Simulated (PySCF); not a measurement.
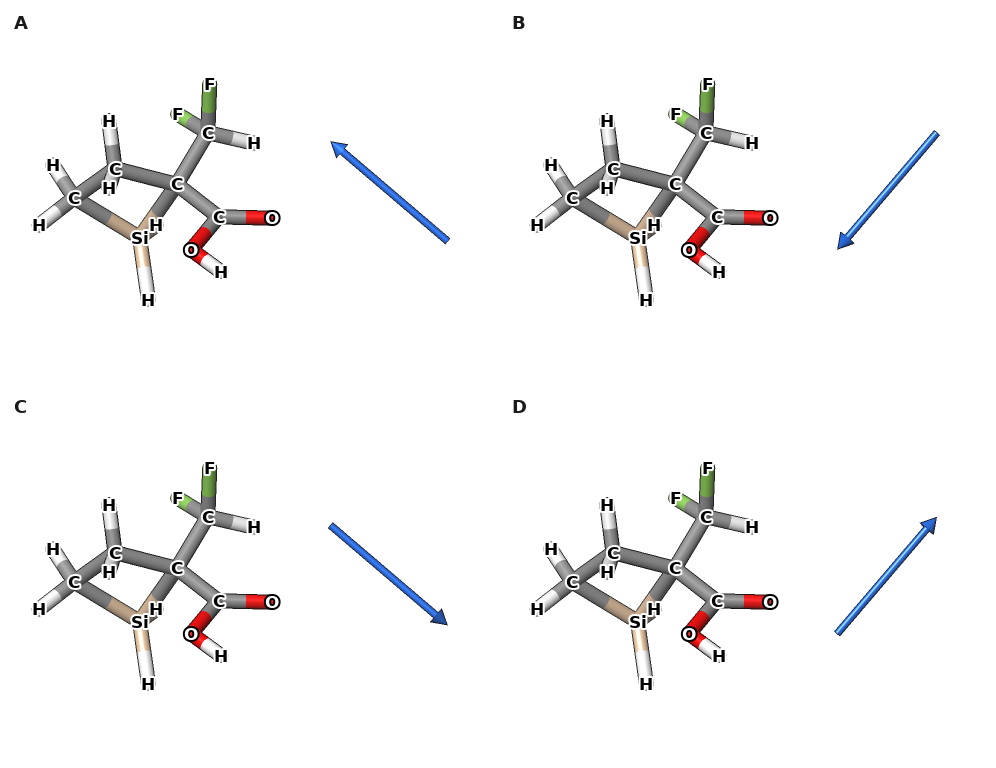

The same molecule four times, each with an arrow. The geometry was computed by an optimisation with GFN2-xTB. No frequency run is at hand to confirm it as a minimum. Properties computed with PBE0/pcSseg-1, gas phase (PySCF 2.14.0).

Which arrow points along the dipole moment, from the negative to the positive end?

Answer. B. The dipole moment is 3.15 D.

The geometry is semi-empirical. Around Si such bond lengths and angles can be off by a tenth of an ångström or more and by several degrees, and values that hang on the shape move with them.
